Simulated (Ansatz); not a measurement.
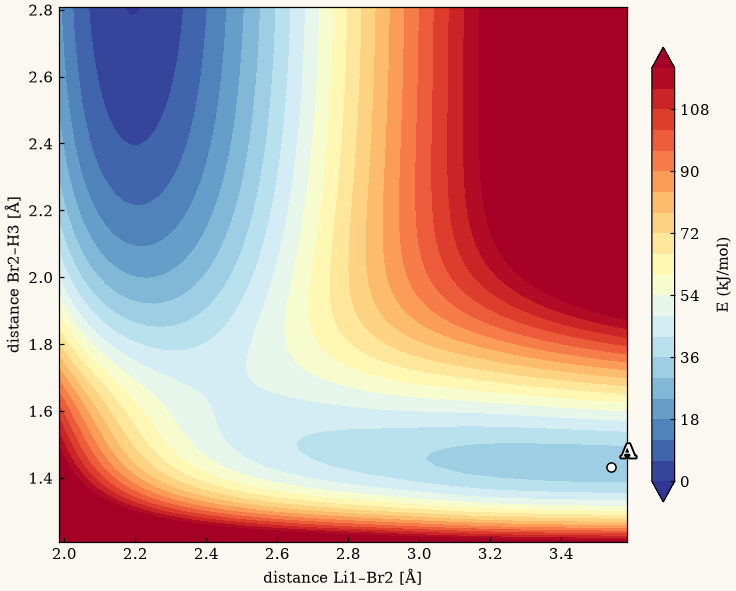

The system Li + BrH, spin multiplicity 2. First axis: distance Li1–Br2. Second axis: distance Br2–H3. Nothing is relaxed (the angle Li1–Br2–H3 is fixed at 180 degrees). The grid has 17 × 17 points. Points are written as (first, second). Energies are in kJ/mol, from the lowest grid point. Theory: Ansatz, UKS PBE0-D4/def2-SVPD.

In the figure: filled contours, one colour for all values above the top of the scale, the point A. Between grid points the surface is interpolated.

Question: Find the lowest path from A to the other arm of the map, and its barrier.

Answer: The easiest path runs from the side where the first distance is long, about (3.54 Å, 1.43 Å), to the side where the second distance is long, about (2.19 Å, 2.81 Å). Its highest point, at about (2.48 Å, 1.64 Å), lies about 14 kJ/mol above the start and 47 kJ/mol above the end on the interpolated surface. An end on the edge of the scan is no minimum, so the barrier from there is a lower bound.

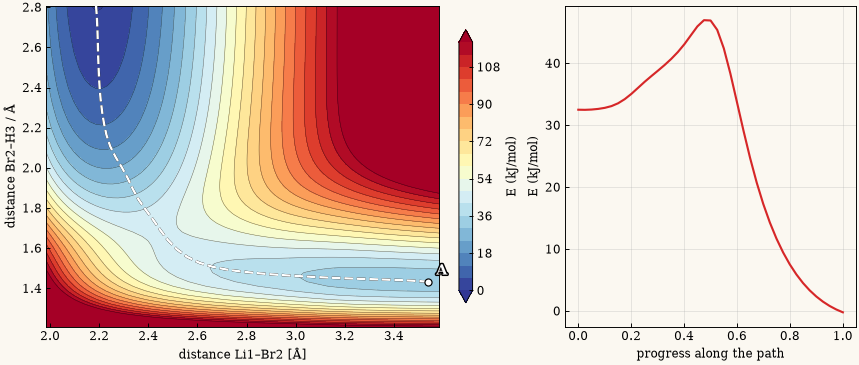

In the figure: filled contours, a line along the lowest path, one colour for all values above the top of the scale, the energy along the path at the right. Between grid points the surface is interpolated.
